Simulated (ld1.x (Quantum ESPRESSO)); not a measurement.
```json
{
  "Element": "vanadium (V)",
  "Generator": "ld1.x (Quantum ESPRESSO) 7.5",
  "Type": "norm-conserving Troullier–Martins (Kleinman–Bylander form)",
  "Functional": "LDA (PZ)",
  "Relativity": "scalar-relativistic",
  "Frozen core": "[Ar]",
  "Valence charge": "5",
  "Reference configuration": "3d3 4s1.5 4p0.5",
  "Partial waves": "4p (bound): rc 3.10 bohr; 3d (bound): rc 1.90 bohr; 4s (bound): rc 2.75 bohr",
  "Local potential": "the s channel",
  "Core correction": "none"
}
```

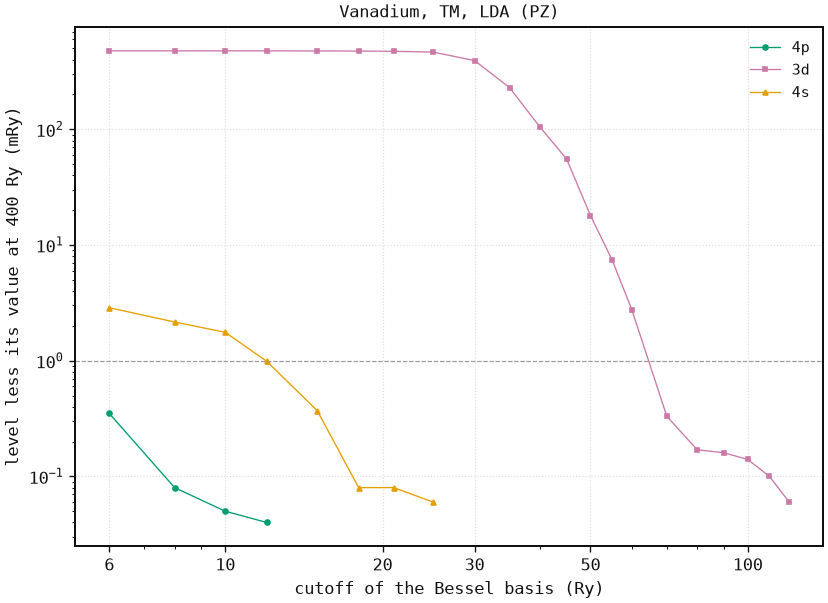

The pseudo-atom Hamiltonian at the reference potential is diagonalised in spherical Bessel functions (20 bohr box) up to the cutoff. Curves: distance of each valence level from its value at 400 Ry.

> Which occupied shell is the hardest?

3d: its level needs 70 Ry to come within 1 mRy, against 12 Ry for 4s.

> At which cutoff does each level come within 1 mRy for good?

4p: 6 Ry or less; 3d: 70 Ry; 4s: 12 Ry.

> What cutoffs are needed for 10 mRy and 1 mRy in the sum of levels?

60 Ry and 70 Ry, on the ladder of cutoffs that was run.
